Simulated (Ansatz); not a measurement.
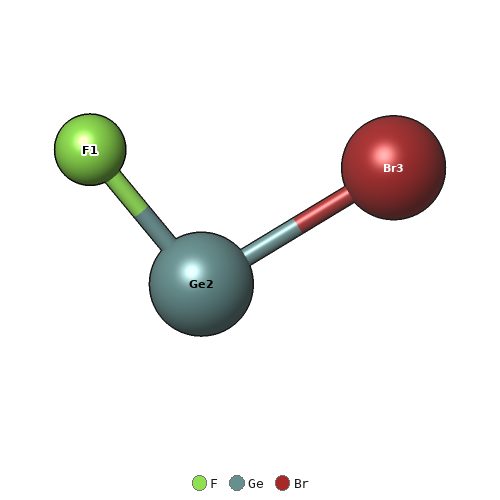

The system is BrFGe, SMILES [F][Ge][Br]; the picture shows the grid point nearest to the relaxed geometry. Two internal coordinates are moved rigidly from the geometry relaxed at PBE0-D4/def2-TZVP, all others fixed. First axis: bond Ge2–Br3. Second axis: bond F1–Ge2. The grid has 7 × 7 points. Points are written as (first, second). All energies are given in eV relative to the lowest grid point. Method: Ansatz 0.2.0, RKS PBE-D4/def2-TZVPP.

Its coordinates:

```xyz
3

F    -0.7401    1.2532   -0.2773
Ge   -0.6569   -0.5267   -0.4130
Br    1.3302   -0.8581    0.6398
```

Range: bond Ge2–Br3 from 1.920 to 3.394 Å; bond F1–Ge2 from 1.574 to 2.098 Å.

### Predict the map.

The lowest grid point is at (2.273 Å, 1.787 Å). The bottom of the well lies between grid points, at about (2.367 Å, 1.776 Å), about 0.06 eV lower on the interpolated surface. It is the only kind of minimum in the scanned range. The highest grid point, (1.920 Å, 1.574 Å), lies 2.87 eV above the lowest. Round the minimum the two coordinates are weakly coupled (coupling 0.09 in units of the two stiffnesses).

| bond F1–Ge2 ↓, bond Ge2–Br3 → | 1.920 | 2.063 | 2.273 | 2.518 | 2.790 | 3.083 | 3.394 |
| --- | --- | --- | --- | --- | --- | --- | --- |
| 2.098 | 2.50 | 1.25 | 0.64 | 0.78 | 1.32 | 1.99 | 2.63 |
| 1.988 | 2.23 | 0.96 | 0.32 | 0.43 | 0.95 | 1.60 | 2.23 |
| 1.883 | 2.05 | 0.76 | 0.09 | 0.17 | 0.67 | 1.30 | 1.92 |
| 1.787 | 2.01 | 0.70 | 0.00 | 0.05 | 0.52 | 1.14 | 1.75 |
| 1.699 | 2.16 | 0.82 | 0.09 | 0.11 | 0.56 | 1.16 | 1.76 |
| 1.625 | 2.49 | 1.12 | 0.36 | 0.36 | 0.79 | 1.37 | 1.96 |
| 1.574 | 2.87 | 1.49 | 0.70 | 0.68 | 1.09 | 1.67 | 2.25 |

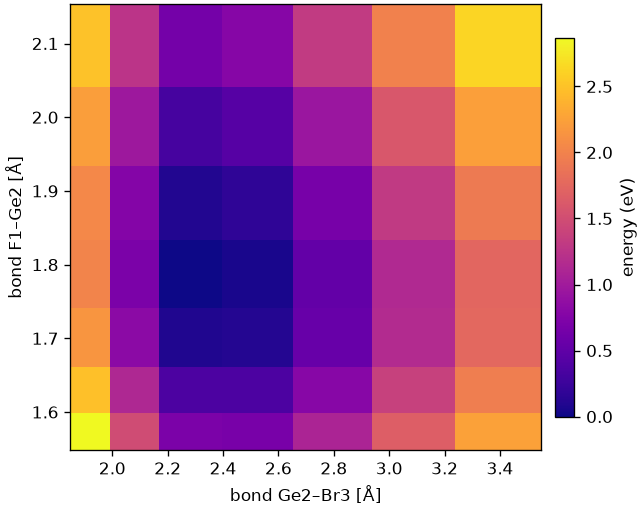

In the figure: one coloured cell a grid point.
